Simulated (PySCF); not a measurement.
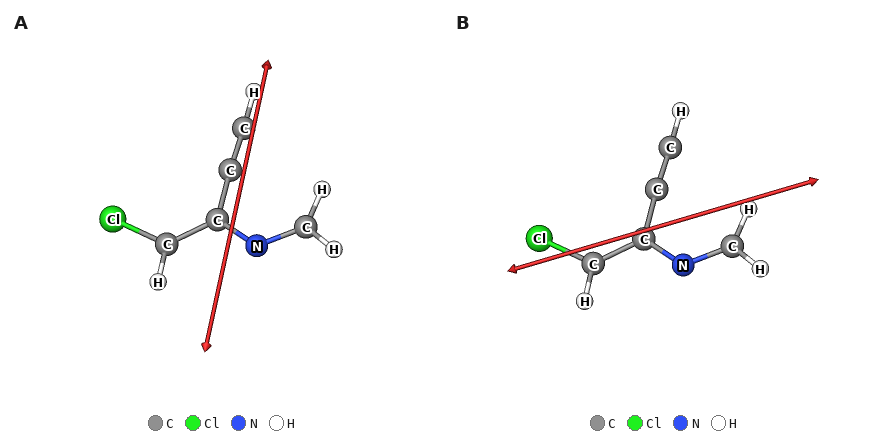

The double arrows show the directions of two transition dipoles from the ground state (lengths mean nothing). Computed geometry: GFN2-xTB optimisation. No frequency run is at hand to confirm it as a minimum. Method: TDDFT PBE0/def2-SVPD, vertical, gas phase, core orbitals frozen in the response (PySCF 2.14.0).

One belongs to singlet state 2 and one to singlet state 4. Which is which?

A: state 4, 5.74 eV (216 nm), oscillator strength 0.059, mainly HOMO → LUMO+1 (weight 0.91).
B: state 2, 4.99 eV (248 nm), oscillator strength 0.42, mainly HOMO → LUMO (weight 0.93).
